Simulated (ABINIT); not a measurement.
# Quasiparticle gap of MoS2 (P6_3/mmc) in ABINIT, part 2 of 2

Aim: the G0W0 gap of MoS2 (P6_3/mmc) on PBE, step by step.

ABINIT 10.8.3; PBE and many-body steps on it, plane waves. Known limits of the many-body steps: not at the basis limit; no spin-orbit coupling; coarse k mesh.

So far. Step 2 (Ground state): The gap is indirect, with the least direct gap 0.77 eV higher. Step 3 (Empty states on the mesh, 3×3×1 mesh, 116 bands): On this mesh the gap is 1.052 eV. The earlier step found 0.889 eV, so this mesh misses an edge.

The database entry behind the starting cell differs from later determinations by our own check (about 0.3 % long), so it need not match the best structure at ambient conditions.

### 4. Screening, 3×3×1 mesh, 106 bands, screening to 108.8 eV

The RPA dielectric matrix is built and inverted for each q.

This step: RPA screening on PBE, plane waves, norm-conserving pseudopotentials.

File run.abi:

```
acell 3*1.0 Angstrom
rprim 
  3.169000000004 -0.000000000001 0.000000000000
  -1.584500000001 2.744434504597 0.000000000000
  0.000000000000 0.000000000000 12.324000000000
ntypat 2
znucl 42 16
natom 6
typat 1 1 2 2 2 2
xred 
  0.333333333333 0.666666666667 0.250000000000
  0.666666666667 0.333333333333 0.750000000000
  0.333333333333 0.666666666667 0.623000000000
  0.666666666667 0.333333333333 0.123000000000
  0.333333333333 0.666666666667 0.877000000000
  0.666666666667 0.333333333333 0.377000000000
pp_dirpath "pseudos"
pseudos "Mo.upf, S.upf"
ecut 36
ngkpt 3 3 1
nshiftk 1
shiftk 0 0 0
kptopt 1
chksymbreak 0
istwfk *1
occopt 1
irdwfk 1
optdriver 3
nband 106
ecuteps 4
inclvkb 2
awtr 1
symchi 1
indata_prefix "in"
outdata_prefix "out"
tmpdata_prefix "tmp"
```

On the command line:

```bash
$ OMP_NUM_THREADS=1 mpirun -n 8 abinit run.abi > log
```

Numbers of over 12 decimals in the logs are rounded to 6 here.

What it wrote:

```text
.Version 10.8.3 of ABINIT. v10.8.2 released Aug 2026.

 Symmetries : space group P6_3/m m c (#194); Bravais hP (primitive hexag.)
[... echo of the input left out ...]
== DATASET  1 ==================================================================
-   mpi_nproc: 8, omp_nthreads: 1 (-1 if OMP is not activated)

--- !DatasetInfo
iteration_state: {dtset: 1, }
dimensions: {natom: 6, nkpt: 3, mband: 106, nsppol: 1, nspinor: 1, nspden: 1, mpw: 7476, }
cutoff_energies: {ecut:  36.0, pawecutdg:  -1.0, }
electrons: {nelect:   5.20000000E+01, charge:   0.00000000E+00, occopt:   1.00000000E+00, tsmear:   1.00000000E-02, }

 SCREENING: Calculation of the susceptibility and dielectric matrices

 Based on a program developped by R.W. Godby, V. Olevano, G. Onida, and L. Reining.
 Incorporated in ABINIT by V. Olevano, G.-M. Rignanese, and M. Torrent.
.Using double precision arithmetic ; gwpc =  8

[... cell and pseudopotentials left out ...]
--------------------------------------------------------------------------------

 ==== K-mesh for the wavefunctions ====
 Number of points in the irreducible wedge :     3
[... list of points left out ...]
 Together with 24 symmetry operations and time-reversal symmetry
 yields     9 points in the full Brillouin Zone.

 ==== Q-mesh for the screening function ====
 Number of points in the irreducible wedge :     3
[... list of points left out ...]
 Together with 24 symmetry operations and time-reversal symmetry
 yields     9 points in the full Brillouin Zone.

 setmesh: FFT mesh size selected  =    20x   20x   90
          total number of points  =        36000

 vcoul_init : cutoff-mode = AUXILIARY_FUNCTION
 q-points for optical limit:   1
     1)      0.000010    0.000020    0.000030

- screening: taking advantage of time-reversal symmetry
- Maximum band index for partially occupied states nbvw = 26
- Remaining bands to be divided among processors   nbcw = 80
- Number of bands treated by each node ~10

 Number of electrons calculated from density =   52.0000; Expected =   52.0000
 average of density, n =  0.071892
 r_s =    1.4919
 omega_plasma =   25.8640 [eV]

 calculating chi0 at frequencies [eV] :
  1    0.000000E+00    0.000000E+00
  2    0.000000E+00    2.586399E+01

--------------------------------------------------------------------------------
  q-point number  1        q = ( 0.000000, 0.000000, 0.000000) [r.l.u.]
--------------------------------------------------------------------------------
[... chi0 elements left out ...]
 For q-point:  0.000010 0.000020 0.000030
  dielectric constant =  17.3458
  dielectric constant without local fields =  19.5360

  Average fulfillment of the sum rule on Im[epsilon] for q-point    1 :     69.56  [%]
[... wings left out ...]
  q-point number  2        q = ( 0.333333, 0.000000, 0.000000) [r.l.u.]
--------------------------------------------------------------------------------
[... chi0 elements left out ...]
  Average fulfillment of the sum rule on Im[epsilon] for q-point    2 :     64.95  [%]

 [... 1 further q-points ...]
```

Elapsed: 35 s, on 8 MPI ranks of Intel Xeon at 2.50GHz (Skylake/Cascade Lake), shared host; peak memory 1.6 GiB.

This step gave:

```yaml
eps_infinity_with_local_fields_on_this_mesh_along_the_program_s_q_direction: 17.35
the_same_without_local_fields: 19.54
plasma_frequency: 25.86 eV
plane_waves_in_the_screening_matrix: 291
```

Local fields lower ε∞ by 11 %. On a Γ-centred mesh this coarse the value itself is usually too large, while a short band sum pulls it down.

### 5. Self-energy, 3×3×1 mesh, 106 bands, screening to 108.8 eV

The self-energy is evaluated for the states that the input lists, and the levels follow from it, in one-shot runs by the linearised quasiparticle equation.

This step: G0W0 on PBE, plane waves, norm-conserving pseudopotentials.

Changes to run.abi since step 4:

```diff
@@ -27,8 +27,17 @@
 irdwfk 1
-optdriver 3
+optdriver 4
 nband 106
+gwcalctyp 0
+ecutsigx 36
+symsigma 1
+nkptgw 2
+kptgw 
+  0.0000000000 0.0000000000 0.0000000000
+  0.3333333333 0.3333333333 0.0000000000
+bdgw 
+  25 28
+  25 28
 ecuteps 4
-inclvkb 2
-awtr 1
-symchi 1
+irdscr 1
+ppmodel 1
 indata_prefix "in"
```

What it wrote:

```text
.Version 10.8.3 of ABINIT. v10.8.2 released Aug 2026.

 Symmetries : space group P6_3/m m c (#194); Bravais hP (primitive hexag.)
[... echo of the input left out ...]
== DATASET  1 ==================================================================
-   mpi_nproc: 8, omp_nthreads: 1 (-1 if OMP is not activated)

--- !DatasetInfo
iteration_state: {dtset: 1, }
dimensions: {natom: 6, nkpt: 3, mband: 106, nsppol: 1, nspinor: 1, nspden: 1, mpw: 7476, }
cutoff_energies: {ecut:  36.0, pawecutdg:  -1.0, }
electrons: {nelect:   5.20000000E+01, charge:   0.00000000E+00, occopt:   1.00000000E+00, tsmear:   1.00000000E-02, }

 SIGMA: Calculation of the GW corrections

 Based on a program developped by R.W. Godby, V. Olevano, G. Onida, and L. Reining.
 Incorporated in ABINIT by V. Olevano, G.-M. Rignanese, and M. Torrent.
.Using double precision arithmetic ; gwpc =  8

[... cell and pseudopotentials left out ...]
--------------------------------------------------------------------------------

 ==== K-mesh for the wavefunctions ====
 Number of points in the irreducible wedge :     3
[... list of points left out ...]
 Together with 24 symmetry operations and time-reversal symmetry
 yields     9 points in the full Brillouin Zone.

 ==== Q-mesh for screening function ====
 Number of points in the irreducible wedge :     3
[... list of points left out ...]
 Together with 24 symmetry operations and time-reversal symmetry
 yields     9 points in the full Brillouin Zone.

 vcoul_init : cutoff-mode = AUXILIARY_FUNCTION
 q-points for optical limit:   1
     1)      0.000010    0.000020    0.000030
 setmesh: FFT mesh size selected  =    32x   32x  128
          total number of points  =       131072

 Number of electrons calculated from density =   52.0000; Expected =   52.0000
 average of density, n =  0.071892
 r_s =    1.4919
 omega_plasma =   25.8640 [eV]

 === KS Band Gaps ===
  >>>> For spin  1
   Minimum direct gap =   1.6539 [eV], located at k-point      :   0.3333  0.3333  0.0000
   Fundamental gap    =   1.0518 [eV], Top of valence bands at :   0.0000  0.0000  0.0000
                                       Bottom of conduction at :   0.3333  0.3333  0.0000
 SIGMA fundamental parameters:
 PLASMON POLE MODEL  1
 number of plane-waves for SigmaX                 7437
 number of plane-waves for SigmaC and W            291
 number of plane-waves for wavefunctions          7437
 number of bands                                   106
 number of independent spin polarizations            1
 number of spinorial components                      1
 number of k-points in IBZ                           3
 number of q-points in IBZ                           3
 number of symmetry operations                      24
 number of k-points in BZ                            9
 number of q-points in BZ                            9
 number of frequencies for dSigma/dE                 9
 frequency step for dSigma/dE [eV]                0.25
 number of omega for Sigma on real axis              0
 max omega for Sigma on real axis  [eV]           0.00
 zcut for avoiding poles [eV]                     0.10

 EPSILON^-1 parameters (SCR file):
 dimension of the eps^-1 matrix on file            291
 dimension of the eps^-1 matrix used               291
 number of plane-waves for wavefunctions          7437
 number of bands                                   106
 number of q-points in IBZ                           3
 number of frequencies                               2
 number of real frequencies                          1
 number of imag frequencies                          1

 matrix elements of self-energy operator (all in [eV])

 Perturbative Calculation

--- !SelfEnergy_ee
iteration_state: {dtset: 1, }
kpoint     : [   0.000,    0.000,    0.000, ]
spin       : 1
KS_gap     :    2.100
QP_gap     :    2.580
Delta_QP_KS:    0.480
data: !SigmaeeData |
     Band     E0 <VxcDFT>   SigX SigC(E0)      Z dSigC/dE  Sig(E)    E-E0       E
       25   7.290 -15.395 -16.765   1.757   0.777  -0.287 -15.094   0.301   7.591
       26   8.434 -16.370 -17.413   1.566   0.774  -0.292 -15.966   0.404   8.839
       27  10.534 -15.683 -10.950  -3.596   0.778  -0.285 -14.798   0.884  11.418
       28  10.534 -15.683 -10.950  -3.596   0.778  -0.285 -14.798   0.884  11.418

--- !SelfEnergy_ee
iteration_state: {dtset: 1, }
kpoint     : [   0.333,    0.333,    0.000, ]
spin       : 1
KS_gap     :    1.654
QP_gap     :    2.306
Delta_QP_KS:    0.652
data: !SigmaeeData |
     Band     E0 <VxcDFT>   SigX SigC(E0)      Z dSigC/dE  Sig(E)    E-E0       E
       25   7.670 -16.196 -17.477   1.792   0.776  -0.288 -15.800   0.397   8.067
       26   7.832 -16.549 -17.783   1.793   0.775  -0.290 -16.116   0.433   8.265
       27   9.486 -17.601 -12.714  -3.484   0.773  -0.293 -16.516   1.085  10.572
       28   9.486 -17.601 -12.714  -3.484   0.773  -0.293 -16.516   1.085  10.572

== END DATASET(S) ==============================================================
================================================================================

 -outvars: echo values of variables after computation  --------
           etotal      0.0000000000E+00
            nband         106
             nkpt           3
          spgroup         194
 [... the other variables as echoed above ...]

 Calculation completed.
```

Run time: 21 s. Hardware: 8 MPI ranks; peak memory 1.2 GiB; 2.3 min of CPU time.

This step gave:

| Item | Value |
| --- | --- |
| G0W0 gap on the points computed | 1.733 eV |
| starting gap on the mesh | 1.052 eV |
| k of the valence top | 0, 0, 0 |
| k of the conduction bottom | 0.3333, 0.3333, 0 |
| Z at the valence top | 0.774 |
| Z at the conduction bottom | 0.773 |
| least direct G0W0 gap on the computed points | 2.307 eV |

The gap on the mesh goes from 1.05 eV to 1.73 eV, a correction of +0.68 eV. The start differs from the 0.89 eV found before because the two sample other k points.

Limits: finite bands, cutoff and mesh; no spin-orbit coupling; coarse k mesh. v1 is the top filled band, c1 the lowest empty one. The levels before and after the correction (eV, zero at the valence-band top of each column):

|  | conduction bottom | valence top |
| --- | --- | --- |
| Kohn-Sham | 1.05 | 0.00 |
| G0W0 | 1.73 | 0.00 |

|  | level | energy (eV) |
| --- | --- | --- |
| Kohn-Sham | Γ v2 | -1.145 |
| Kohn-Sham | Γ v1 | 0.000 |
| Kohn-Sham | Γ c1-c2 | 2.100 |
| Kohn-Sham | (0.333 0.333 0) v2 | -0.764 |
| Kohn-Sham | (0.333 0.333 0) v1 | -0.602 |
| Kohn-Sham | (0.333 0.333 0) c1-c2 | 1.052 |
| G0W0 | Γ v2 | -1.248 |
| G0W0 | Γ v1 | 0.000 |
| G0W0 | Γ c1-c2 | 2.579 |
| G0W0 | (0.333 0.333 0) v2 | -0.772 |
| G0W0 | (0.333 0.333 0) v1 | -0.574 |
| G0W0 | (0.333 0.333 0) c1-c2 | 1.733 |

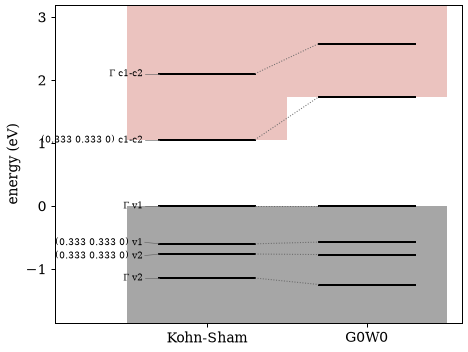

Levels before and after the correction. Shaded: valence and conduction bands.

### 6. Where the time went

Times are wall times on the hardware named with each run, good to a factor of about two.

| step | time | share | memory (GiB) |
| --- | --- | --- | --- |
| ground state | 78 s | 23 % | 0.87 |
| empty states on the mesh | 3.5 min | 61 % | 0.33 |
| screening | 35 s | 10 % | 1.6 |
| self-energy | 21 s | 6 % | 1.2 |

### 7. Outcome

```yaml
pbe_gap: 0.89 eV, indirect
g0w0_gap_on_the_mesh: 1.73 eV
g0w0_gap_over_the_zone_rigid_shift: 1.57 eV
gw_settings: 3×3×1 mesh, 106 bands, screening to 108.8 eV, Godby-Needs plasmon pole
known_limits: not at the basis limit; no spin-orbit coupling; coarse k mesh
```

G0W0 moves the gap on the mesh from 1.05 eV to 1.73 eV (+0.68 eV), with Z of 0.77 and 0.77 at the edges. The mesh misses the band edges by 0.16 eV in all; a rigid shift gives 1.57 eV for the zone. Local fields lower the RPA ε∞ on this mesh from 19.54 to 17.35; a Γ-centred mesh this coarse tends to raise both, most where the direct gap is narrow, while a short band sum lowers them. Only 2 of the mesh's irreducible points were corrected, so a valley elsewhere could overtake. The dearest step here is «empty states on the mesh». Bands and cutoff are finite, so the gap is not at the basis limit. The miss can reach some tenths of an eV and take either sign; the mesh is an error of its own. In the G0W0 run levels were corrected at 2 k points alone, so a gap called «on the mesh» is the least over those, and an edge elsewhere would be missed. A denser mesh or path gives a starting gap of 0.89 eV: the GW mesh misses a band edge, so its gaps are not the fundamental one. The 3×3×1 mesh is coarse for this cell, which bears on the long-range parts of exchange and screening. The many-body steps are scalar-relativistic: spin-orbit coupling is not in them.

[Paths, hosts, dates, memory and timing lines, banners, echoed tables and standing remarks are left out of the program output.]

[Logs are printed without paths, hosts, clocks, repeated set-up lines and the standing remarks that a program may print on its own settings, such as how far it seeks lower states.]

[Runs of the session that timed out or met a known fault of the program may be left out.]

[Hosts, paths, dates, database ids (printed as entryN), source tags and the programs' standing remarks are cut or masked in the printed files.]

[G0W0 gaps are taken among the corrected bands and points alone; a level outside them can change the order at an edge.]

[Where Ansatz stands beside ABINIT at settings called matched, ABINIT's density can come from a denser mesh and the files from another edition; pairs whose starting gaps differed by over 0.03 eV were left out, so agreement reads better than it is.]
